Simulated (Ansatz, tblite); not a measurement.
# Al4As4 wurtzite atom sphere (Al₄As₄H₁₄): a ladder of methods and basis sets

Aim: run the singlet of Al4As4 wurtzite atom sphere (Al₄As₄H₁₄) at one geometry on many levels, and compare frontier levels, spin and run time.

Method: as each input shows; program: Ansatz 0.2.0, Gaussian basis.

Plan: GFN1-xTB, GFN2-xTB, PBE-D4/def2-TZVP, r2SCAN-D4/def2-TZVP, PBE-D4/def2-SVP, PBE0-D4/def2-SVP.

1 further run of the same task is left out (set aside as unsound or not needed).

## 1. The geometry

The singlet was relaxed beforehand with r2SCAN-D4/def2-SVP.

22 atoms, charge 0, spin multiplicity 1.

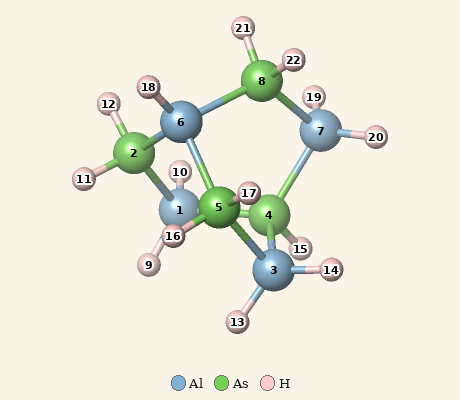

The geometry (aluminium light blue, arsenic green, hydrogen pink); atoms are numbered from 1 in the order of the file.

PBE0-D4/def2-TZVP was run before; its log isn't repeated, and its numbers join the tables.

## 2. GFN1-xTB

Tight binding, by tblite at 300 K electronic temperature and without a spin-polarisation term:

```python
tblite.interface.Calculator('GFN1-xTB', numbers, positions, charge=0, uhf=0).singlepoint()
```

Energy -605.7601 eV, HOMO -10.56 eV, LUMO -6.26 eV; 0.043 s.

## 3. GFN2-xTB

Tight binding, by tblite at 300 K electronic temperature and without a spin-polarisation term:

```python
tblite.interface.Calculator('GFN2-xTB', numbers, positions, charge=0, uhf=0).singlepoint()
```

Energy -568.6147 eV, HOMO -9.91 eV, LUMO -6.87 eV; 0.036 s.

## 4. PBE-D4/def2-TZVP

start.molden holds the orbitals of an earlier run on this state, given as this run's starting guess.

in.yaml

```yaml
crystal:
  periodic: [false, false, false]
  atoms:
    - {symbol: Al, position_ang: [-2.114220, -1.214442, -1.423696]}
    - {symbol: As, position_ang: [-1.908900, -1.103553, 1.143745]}
    - {symbol: Al, position_ang: [2.105536, -1.225238, -1.428260]}
    - {symbol: As, position_ang: [-0.001768, -0.004658, -1.968420]}
    - {symbol: As, position_ang: [1.915091, -1.100339, 1.139498]}
    - {symbol: Al, position_ang: [0.003590, 0.005284, 2.288282]}
    - {symbol: Al, position_ang: [0.003411, 2.432013, -1.434520]}
    - {symbol: As, position_ang: [-0.001073, 2.210860, 1.133905]}
    - {symbol: H, position_ang: [-2.013882, -2.771475, -1.742003]}
    - {symbol: H, position_ang: [-3.404912, -0.334556, -1.733368]}
    - {symbol: H, position_ang: [-2.001433, -2.471477, 1.774507]}
    - {symbol: H, position_ang: [-3.142031, -0.509611, 1.779583]}
    - {symbol: H, position_ang: [1.991065, -2.783652, -1.735354]}
    - {symbol: H, position_ang: [3.401038, -0.357693, -1.751967]}
    - {symbol: H, position_ang: [-0.003004, -0.007887, -3.482151]}
    - {symbol: H, position_ang: [2.014937, -2.465836, 1.774412]}
    - {symbol: H, position_ang: [3.149495, -0.500494, 1.767266]}
    - {symbol: H, position_ang: [0.005171, 0.008783, 3.874981]}
    - {symbol: H, position_ang: [-1.396914, 3.119375, -1.754568]}
    - {symbol: H, position_ang: [1.408893, 3.111633, -1.748678]}
    - {symbol: H, position_ang: [-1.139720, 2.977314, 1.761328]}
    - {symbol: H, position_ang: [1.129632, 2.985631, 1.765479]}
basis:
  gaussian: {orbitals: def2-TZVP, fitting: {mean_field: def2-universal-jkfit}, initial_orbitals: start.molden}
hamiltonian: {xc: pbe, dispersion: d4}
scf: {omitted_lower_state_checks: [starts]}
output: {orbitals: {seedname: orbitals}}
```

On the command line:

```bash
$ ansatz run in.yaml --threads 2 --pin off --events-out ev --progress --plain --max-ram 32768MiB --backend cuda --devices 0, --max-vram 18GiB
```

The log of the run:

```text
Functional definition: PBE
  name "PBE"
  cite "Perdew, Burke & Ernzerhof, Phys. Rev. Lett. 77, 3865 (1996) doi:10.1103/PhysRevLett.77.3865"
  parent pbe
  parameter kappa = 0.804
  parameter beta = 0.06672455060314922
  exchange = pbe_x(kappa = kappa, mu = beta*pi^2/3)
  correlation = pbe_c(beta = beta)
these checks for a lower state are left out or cut short: starts
1828 factors; integrals over basis functions are off by at most 6.8e-1 eV
mean field evaluation 1: about -269933.0080 eV, gradient 2.0e1 eV
mean field evaluation 2: about -269933.3122 eV, gradient 4.1e-1 eV
mean field evaluation 4: about -269933.3134 eV, gradient 9.8e-4 eV
mean field -269933.31342917 eV, -9919.8663011507 hartree, gradient 2.6e-5 eV, S^2 0.000000; 0 other end points of the search recorded, 0 dependent functions left out
reference -269933.31351495 eV, -9919.8663043030 hartree; 99, 99 occupied and 325, 325 virtual orbitals, 1828 factors
Total energy: -269934.34385008 eV, -9919.9041684208 hartree
Checks for a lower state left out: starts
```

Wall time 3.4 s (1 × H100 (card shared with other runs) with 2 threads of AMD EPYC 7R13, shared host).

Report: HOMO -6.30 eV, LUMO -2.10 eV.

## 5. r2SCAN-D4/def2-TZVP

in.yaml, as its differences from that of step 4:

```diff
@@ -27,3 +27,3 @@
   gaussian: {orbitals: def2-TZVP, fitting: {mean_field: def2-universal-jkfit}, initial_orbitals: start.molden}
-hamiltonian: {xc: pbe, dispersion: d4}
+hamiltonian: {xc: r2scan, dispersion: d4}
 scf: {omitted_lower_state_checks: [starts]}
```

Launched as before.

The log of the run:

```text
Functional definition: r2SCAN
  name "r2SCAN"
  cite "Furness, Kaplan, Ning, Perdew & Sun, J. Phys. Chem. Lett. 11, 8208 (2020) doi:10.1021/acs.jpclett.0c02405"
  cite "Furness, Kaplan, Ning, Perdew & Sun, J. Phys. Chem. Lett. 11, 9248 (2020) doi:10.1021/acs.jpclett.0c03077"
  parent r2scan
  parameter k0 = 0.174
  parameter k1 = 0.065
  parameter a1 = 4.9479
  exchange = r2scan_x(k0 = k0, k1 = k1, a1 = a1)
  correlation = r2scan_c
these checks for a lower state are left out or cut short: starts
1828 factors; integrals over basis functions are off by at most 6.8e-1 eV
mean field evaluation 1: about -269981.8795 eV, gradient 1.4e1 eV
mean field evaluation 2: about -269982.0064 eV, gradient 1.8e-1 eV
mean field evaluation 4: about -269982.0035 eV, gradient 1.8e-4 eV
mean field -269982.00352506 eV, -9921.6556291711 hartree, gradient 7.3e-6 eV, S^2 0.000000; 0 other end points of the search recorded, 0 dependent functions left out
reference -269982.00355025 eV, -9921.6556300969 hartree; 99, 99 occupied and 325, 325 virtual orbitals, 1828 factors
Total energy: -269982.27105205 eV, -9921.6654606068 hartree
Checks for a lower state left out: starts
```

Wall time 6.5 s (1 × H100 (card shared with other runs) with 2 threads of AMD EPYC 7R13, shared host); peak host memory 0.85 GiB.

HOMO -6.57 eV, LUMO -1.95 eV.

## 6. PBE-D4/def2-SVP

in.yaml, as its differences from that of step 5:

```diff
@@ -26,4 +26,4 @@
 basis:
-  gaussian: {orbitals: def2-TZVP, fitting: {mean_field: def2-universal-jkfit}, initial_orbitals: start.molden}
-hamiltonian: {xc: r2scan, dispersion: d4}
+  gaussian: {orbitals: def2-SVP, initial_orbitals: start.molden}
+hamiltonian: {xc: pbe, dispersion: d4}
 scf: {omitted_lower_state_checks: [starts]}
```

The command is unchanged.

The log of the run:

```text
Functional definition: PBE
  name "PBE"
  cite "Perdew, Burke & Ernzerhof, Phys. Rev. Lett. 77, 3865 (1996) doi:10.1103/PhysRevLett.77.3865"
  parent pbe
  parameter kappa = 0.804
  parameter beta = 0.06672455060314922
  exchange = pbe_x(kappa = kappa, mu = beta*pi^2/3)
  correlation = pbe_c(beta = beta)
these checks for a lower state are left out or cut short: starts
3036 factors; their error is unknown
mean field evaluation 1: about -269893.7111 eV, gradient 1.5e1 eV
mean field evaluation 2: about -269894.0308 eV, gradient 3.5e-1 eV
mean field evaluation 4: about -269893.8272 eV, gradient 9.5e-4 eV
mean field -269893.82719463 eV, -9918.4152087959 hartree, gradient 2.0e-5 eV, S^2 0.000000; 0 other end points of the search recorded, 0 dependent functions left out
reference -269893.82726317 eV, -9918.4152113148 hartree; 99, 99 occupied and 171, 171 virtual orbitals, 3036 factors
Total energy: -269894.85759830 eV, -9918.4530754326 hartree
Checks for a lower state left out: starts
```

Run time: 3.4 s. Hardware: 1 × H100 (card shared with other runs) with 2 threads of AMD EPYC 7R13, shared host; peak host memory 0.9 GiB.

Report: HOMO -6.26 eV, LUMO -1.98 eV.

## 7. PBE0-D4/def2-SVP

in.yaml, as its differences from that of step 6:

```diff
@@ -27,3 +27,3 @@
   gaussian: {orbitals: def2-SVP, initial_orbitals: start.molden}
-hamiltonian: {xc: pbe, dispersion: d4}
+hamiltonian: {xc: pbe0, dispersion: d4}
 scf: {omitted_lower_state_checks: [starts]}
```

The command is unchanged.

The log of the run:

```text
Functional definition: PBE0
  name "PBE0"
  cite "Adamo & Barone, J. Chem. Phys. 110, 6158 (1999) doi:10.1063/1.478522"
  cite "Perdew, Burke & Ernzerhof, Phys. Rev. Lett. 77, 3865 (1996) doi:10.1103/PhysRevLett.77.3865"
  parent pbe
  parameter a = 0.25
  parameter kappa = 0.804
  parameter beta = 0.06672455060314922
  exchange = (1 - a)*pbe_x(kappa = kappa, mu = beta*pi^2/3) + a*exact_x
  correlation = pbe_c(beta = beta)
these checks for a lower state are left out or cut short: starts
2618 factors; integrals over basis functions are off by at most 1.1e-3 eV
mean field evaluation 1: about -269904.2544 eV, gradient 6.5e0 eV
mean field evaluation 2: about -269904.3048 eV, gradient 5.9e-2 eV
mean field evaluation 4: about -269904.4453 eV, gradient 7.4e-4 eV
mean field -269904.44528477 eV, -9918.8054164115 hartree, gradient 1.3e-5 eV, S^2 0.000000; 0 other end points of the search recorded, 0 dependent functions left out
reference -269904.44533570 eV, -9918.8054182833 hartree; 99, 99 occupied and 171, 171 virtual orbitals, 2618 factors
Total energy: -269905.36793469 eV, -9918.8393231705 hartree
Checks for a lower state left out: starts
```

Run time: 4.2 s. Hardware: 1 × H100 (card shared with other runs) with 2 threads of AMD EPYC 7R13, shared host; peak host memory 0.93 GiB.

From the report: HOMO -7.35 eV, LUMO -1.25 eV.

## 8. Comparison

```csv
level,functions,HOMO (eV),LUMO (eV),gap (eV),time
PBE-D4/def2-SVP,270,-6.26,-1.98,4.28,3.4 s
PBE-D4/def2-TZVP,424,-6.30,-2.10,4.21,3.4 s
r2SCAN-D4/def2-TZVP,424,-6.57,-1.95,4.62,6.5 s
PBE0-D4/def2-SVP,270,-7.35,-1.25,6.10,4.2 s
PBE0-D4/def2-TZVP,424,-7.36,-1.35,6.01,6 s
```

## 9. Binding energy

Free atoms were run apart at each level; binding is atoms less cluster, divided by the number of atoms, without zero-point or spin-orbit terms.

```csv
level,binding an atom (eV)
PBE-D4/def2-SVP,2.630
PBE-D4/def2-TZVP,2.620
r2SCAN-D4/def2-TZVP,2.655
PBE0-D4/def2-SVP,2.623
PBE0-D4/def2-TZVP,2.615
```

## 10. Summary of results

| quantity | value |
| --- | --- |
| gap in def2-TZVP, named functionals, smallest and largest | 4.21 eV (PBE-D4), 6.01 eV (PBE0-D4) |
| binding an atom, functionals in def2-TZVP | 2.61 (PBE0-D4) to 2.66 eV (r2SCAN-D4) |
| PBE0 total energy, smallest basis above largest | 39.21 eV (def2-SVP, def2-TZVP) |

In words: Orbital gaps of the named functionals in def2-TZVP span 4.21 eV (PBE-D4) to 6.01 eV (PBE0-D4); exact exchange widens it.

The slowest run with a step of its own, r2SCAN-D4/def2-TZVP, took 6.5 s; the quickest functional in def2-TZVP took 3.4 s (shared host).
